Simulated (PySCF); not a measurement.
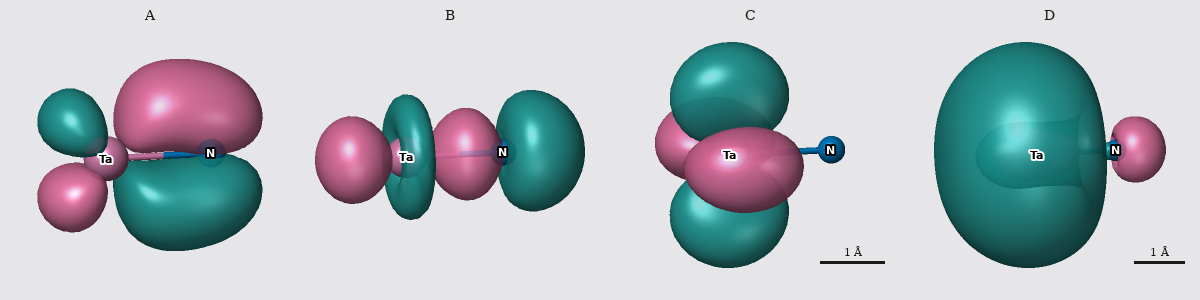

The picture shows: TaN. Four frontier orbitals, each drawn at the value that holds 80 % of its norm (teal and pink are the two phases), in no order; of a degenerate pair one member is drawn.

Core potentials replace the inner electrons of Ta.

The calculation used PBE0/cc-pVDZ(-PP), non-relativistic Hamiltonian with scalar-relativistic core potentials where named, at a bond length of 1.662 Å in PySCF.

Label each orbital by symmetry, say whether it is occupied, and order them by energy.

Answer. Orbital A: π, occupied, −8.74 eV; bonding, with no node between the atoms.
Orbital B: σ, occupied, −8.25 eV; shared between the atoms (Ta 35 %, N 65 %).
Orbital D: σ, occupied, −6.27 eV; mainly on Ta (95 %).
Orbital C: δ, empty, −3.45 eV; almost wholly on Ta.
